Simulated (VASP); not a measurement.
Band structure of LaS (relaxed from the zinc blende structure, space group F-43m). These are PBE GGA, VASP's PBE PAW potentials (set 64) (plane waves; VASP 6.6.1) values and carry that method's errors.

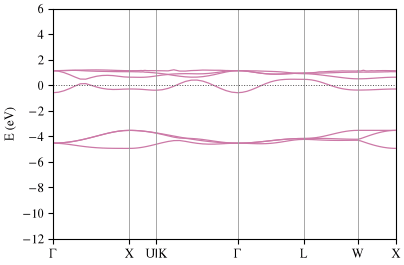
Bands along high-symmetry lines, zero at the valence-band maximum or, without a gap, the Fermi level

Read the plot: is there a gap, and where are the band edges?

It has no gap at this level: it comes out as a metal or semimetal. (Edges off the drawn lines would not show.)

The structure was generated: LaS was put into the zinc blende type (F-43m), which need not be its known phase. It was relaxed first, which changed the volume by -26 %. The electron count is odd and the run is not spin-polarised, which forces a metal.
